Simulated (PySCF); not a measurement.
System: C$_{5}$H$_{14}$N$_{2}$Si (SMILES CNN([SiH3])C1CCC1).

```xyz
22

C    -2.2162   -1.2014    0.7288
N    -2.0171   -0.3328   -0.4182
N    -0.7903    0.3627   -0.4169
Si   -0.9654    1.9409    0.2602
C     0.4093   -0.4222   -0.5194
C     1.5779    0.2146   -1.2965
C     2.5202   -0.0956   -0.1238
C     1.3230   -0.5532    0.7213
H    -2.1731   -0.5893    1.6282
H    -1.4705   -2.0035    0.8177
H    -3.2067   -1.6468    0.6510
H    -2.0896   -0.8721   -1.2817
H    -1.3047    1.9464    1.6952
H     0.3107    2.6403    0.1141
H    -2.0465    2.5560   -0.5010
H     0.1371   -1.3997   -0.9349
H     1.4271    1.2759   -1.4702
H     1.8236   -0.2674   -2.2411
H     3.0662    0.7585    0.2705
H     3.2272   -0.8948   -0.3386
H     1.3979   -1.5508    1.1526
H     1.0497    0.1536    1.5019
```

Geometry: GFN2-xTB.

The calculation used PBE0/pcSseg-1, SCF density, gas phase, non-relativistic in PySCF 2.14.0.

**Predict the electron density and electron localisation function between the atoms.**

C–N (1.44 Å): ρ at the midpoint is about 2 e/Å³; the ELF peaks at about 0.90 between the atoms; a covalent bond.
Si–N (1.73 Å): the density is about 1.1 e/Å³ at the midpoint; the ELF peaks at about 0.90 between the atoms; a polar covalent bond.
C–H (1.10 Å): ρ is about 2 e/Å³ halfway; the ELF climbs to about 1 towards the hydrogen, as it does in any bond to H: a covalent bond by its length.

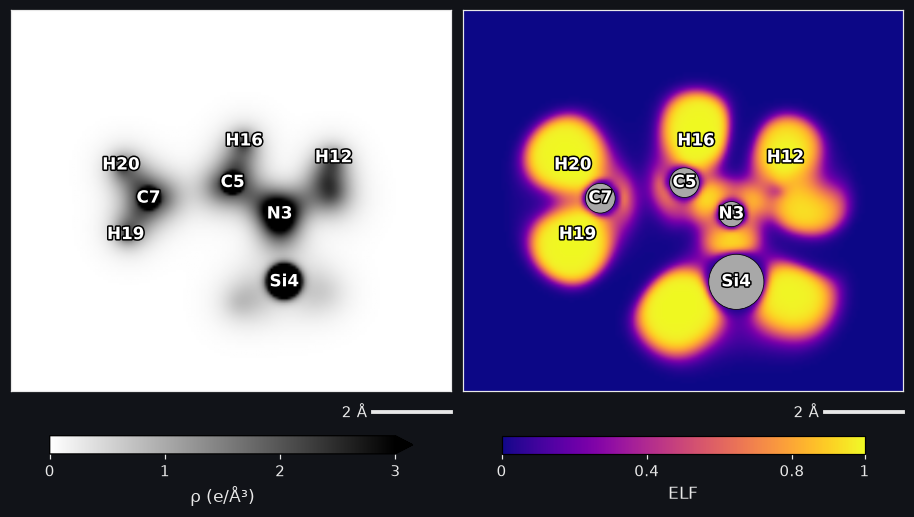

Computed electron density and electron localisation function on the plane of atoms N3, C5 and H16, in this order. Grey discs cover the atomic cores in the ELF map. 
